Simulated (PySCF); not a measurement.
SMILES [SiH3]OBCl at its PBE0/def2-SVP optimised geometry (Å):

```
8

B     -0.8271    -1.3861     1.9530
Cl    -2.3118    -0.9317     1.0918
H     -0.9296    -1.9581     3.0071
O      0.3691    -1.0948     1.4340
Si     0.8258    -0.3173     0.0000
H      2.3118    -0.3173     0.0000
H      0.3050     1.0775     0.0000
H      0.3051    -1.0775    -1.1694
```

Method: PBE0/def2-TZVP in PySCF. Cells within 0.4 Å of a nucleus heavier than hydrogen are left out (blank, or x).

Map of the electrostatic potential (hartree/e), clipped to [-0.08, 0.12] on the plane z = 0.0 Å:

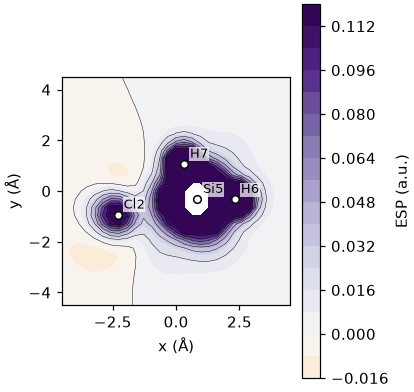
Electrostatic potential (hartree/e), clipped to [-0.08, 0.12] on the plane z = 0.0 Å.
